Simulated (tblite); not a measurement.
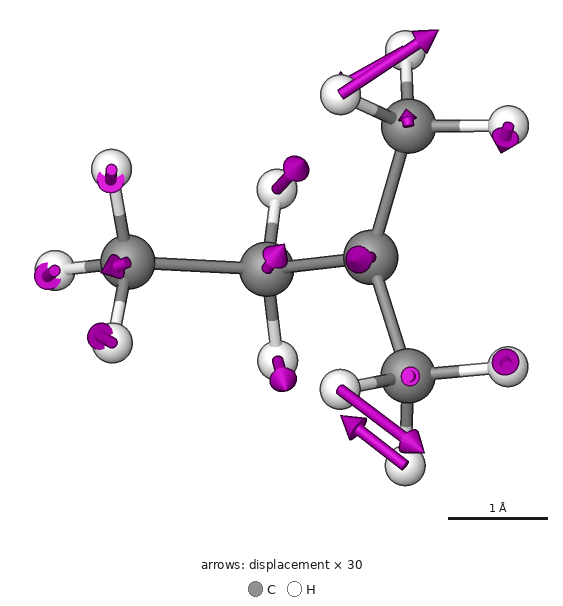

A relaxation of C5H11 (multiplicity 2). The starting structure is drawn; purple arrows show the displacements, 30 times their true length. The two geometries are superimposed by the best rigid fit.

Style: ball-and-stick. Shown at a tilt.

Computed with tblite 0.8.0, GFN2-xTB geometry optimisation, gas phase. 

> Which element moves most?

Hydrogen: up to 0.043 Å, against 0.022 Å for carbon.

> What happened in the run?

Over 31 geometry steps the energy falls by 0.71 kcal/mol. An H atom moves most after the best rigid fit: 0.043 Å. Largest moves by element: H 0.043 Å, C 0.022 Å. Near-neighbour distances that change, for instance: C–H 1.100 → 1.087 Å, C–C 1.498 → 1.485 Å, C–H 1.109 → 1.098 Å, C–H 1.088 → 1.098 Å.
